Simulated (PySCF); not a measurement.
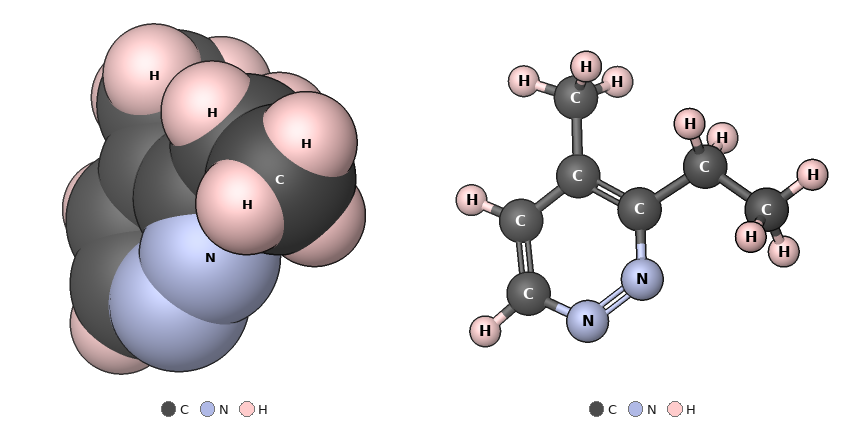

The same structure drawn twice, from different directions.

Describe the molecule.

The molecule is C7H10N2. As SMILES it reads `CCc1nnccc1C`. Independent rings (smallest set): 1 of 6 members, 1 of them aromatic. Coordination: 3 C tetrahedral; 4 C trigonal planar; 2 N bent.

More results for the same structure follow; atom numbers are the same in all pictures, views and colours differ. The computed structure is the end point of a PBE0-D3(BJ)/def2-SVP optimisation. No frequency run is at hand to confirm it as a minimum.

Electronic properties

No frequency run is at hand to confirm it as a minimum. Level of theory: B3LYP/def2-SVPD, gas phase (PySCF 2.14.0). Excitations: vertical, linear response.

**What is the dipole moment?**

4.43 D.

**Give the brightest of the 10 lowest singlets at this level.**

6.96 eV.

**Estimate the LUMO energy (Kohn–Sham orbital).**

−1.40 eV.

**Give the lowest vertical singlet excitation at this level.**

3.51 eV.

Core levels

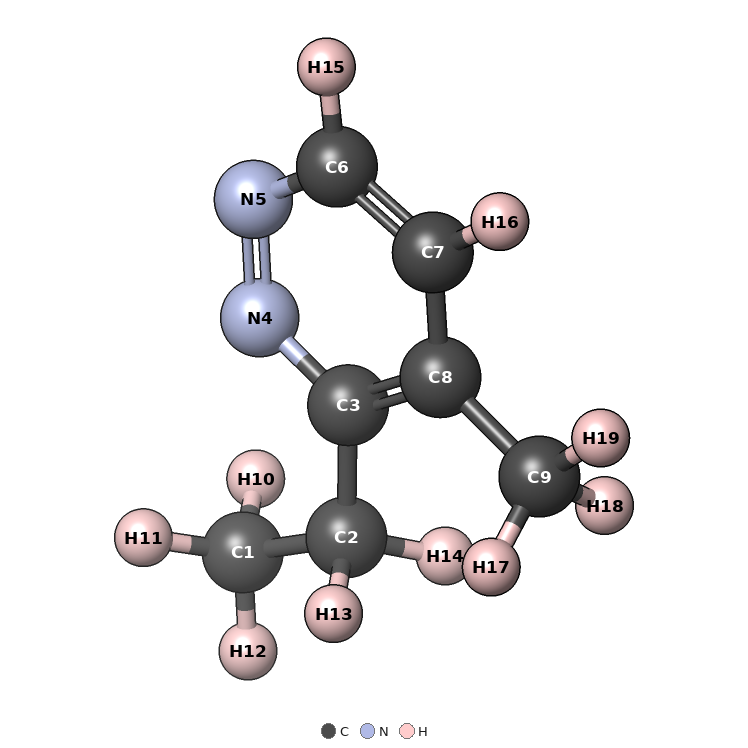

No frequency run is at hand to confirm it as a minimum. Method: delta-SCF UKS SCAN, pcX-2 on the ionised atom, pcseg-1 elsewhere, spin-free X2C (PySCF 2.14.0).

Give the core-electron binding energies (to vacuum) of C1 1s, C2 1s, C3 1s, N4 1s, N5 1s, C6 1s, C7 1s, C8 1s, C9 1s.

```json
{"atom": "C1", "level": "1s", "binding energy (eV)": "290.4"}
{"atom": "C2", "level": "1s", "binding energy (eV)": "290.8"}
{"atom": "C3", "level": "1s", "binding energy (eV)": "291.3"}
{"atom": "N4", "level": "1s", "binding energy (eV)": "404.9"}
{"atom": "N5", "level": "1s", "binding energy (eV)": "405.0"}
{"atom": "C6", "level": "1s", "binding energy (eV)": "291.2"}
{"atom": "C7", "level": "1s", "binding energy (eV)": "290.8"}
{"atom": "C8", "level": "1s", "binding energy (eV)": "291.0"}
{"atom": "C9", "level": "1s", "binding energy (eV)": "291.3"}
```

Quadrupole coupling

No frequency run is at hand to confirm it as a minimum. Electric field gradients from the ground-state density, PBE0/pcSseg-1 (PySCF 2.14.0), non-relativistic apart from any core potentials.

Give the largest field-gradient component, the quadrupole coupling constant and the asymmetry for 14N at N4 (Q = 20.44 mb), 14N at N5 (Q = 20.44 mb), 2H at H10 (Q = 2.86 mb), 2H at H11 (Q = 2.86 mb), 2H at H12 (Q = 2.86 mb), 2H at H13 (Q = 2.86 mb).

```csv
atom,V_zz (a.u.),e²qQ/h (MHz),η
N4,−1.265,−6.08,0.11
N5,−1.277,−6.13,0.13
H10,0.293,0.197,0.05
H11,0.294,0.197,0.05
H12,0.294,0.197,0.03
H13,0.281,0.189,0.05
```

Polarisability

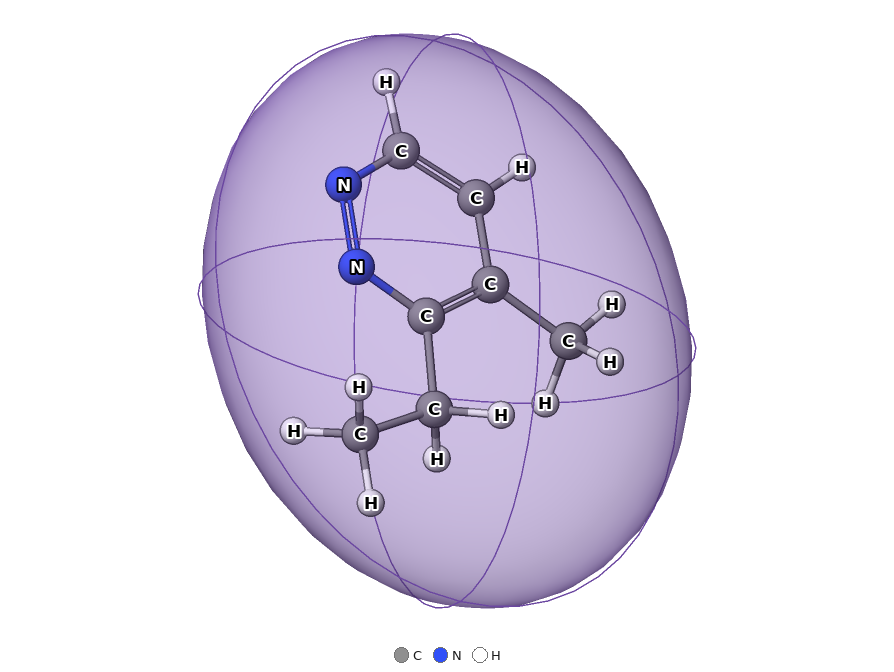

The ellipsoid shows the static dipole polarisability: its half-axes are proportional to the principal values. No frequency run is at hand to confirm it as a minimum. Computed with B3LYP/def2-SVPD (PySCF 2.14.0).

**Give the principal values, the mean and the anisotropy.**

Principal values 64.0, 106.2, 118.3 bohr³; mean 96.1 bohr³ (14.25 Å³); anisotropy 49.4 bohr³, so the longest axis is 1.85 times the shortest.
